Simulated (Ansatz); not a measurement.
The relaxed structure here is a generated cell of MgSe: the first start was made by placing the elements on the sites of a structure type, and the end was not matched to a known phase here, so it may be hypothetical. Known forms of MgSe include space group No. 225.

One stationary structure of MgSe. Space group P4₂/mmc (No. 131). Level of theory: r2SCAN (plane waves to 500 eV, PAW, scalar-relativistic; Ansatz, a quantum-chemistry and plane-wave program).

Space group P4₂/mmc (No. 131); a = 3.883 Å, b = 3.883 Å, c = 7.131 Å, α = 90.00°, β = 90.00°, γ = 90.00°

```
atom  site  symmetry       x       y       z
----  ----  --------  ------  ------  ------
Mg      2c      mmm.  0.0000  0.5000  0.0000
Se      2e      -4m2  0.0000  0.0000  0.2500
```

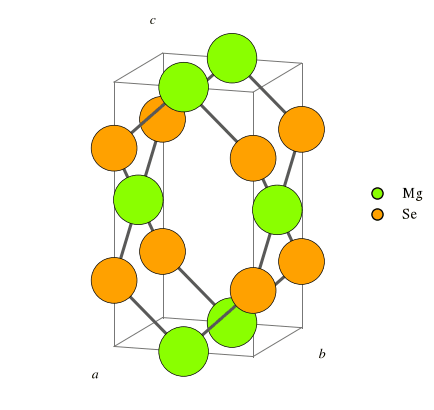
Figure. The conventional cell of the relaxed structure

```yaml
volume_per_atom: 26.88 Å³
band_gap: 1.05 eV, indirect (valence top at M, conduction bottom at Γ) (no spin-orbit coupling)
smallest_direct_gap: 1.34 eV at M
shortest_distances: Mg–Se 2.64 Å; Se–Se 3.57 Å
k-mesh: 9×9×5
```

Band energies at high-symmetry points (eV from the VBM; labels of this space group; no spin-orbit coupling), from −5 eV up to 4.2 eV:

```csv
point,energies
Γ,-4.96 -1.27 -1.27 -0.61 -0.54 -0.54 1.05
X,-4.40 -4.18 -3.04 -0.86 -0.28 -0.21 1.35
M,-3.60 -3.60 -3.57 -2.48 -2.48 0.00 1.34 3.63 3.63 3.99
Z,-3.30 -3.30 -0.99 -0.99 -0.89 -0.89 2.47 2.47
R,-4.05 -3.64 -2.70 -2.52 -0.61 -0.51 3.02 3.31
A,-3.31 -3.31 -2.91 -2.91 -2.09 -2.09 2.06 2.06
```

No spin polarisation in the result.

The run could not lose the symmetry of its start, so the end can be a saddle point.

All atoms sit on sites fixed by symmetry, so only the cell could relax.
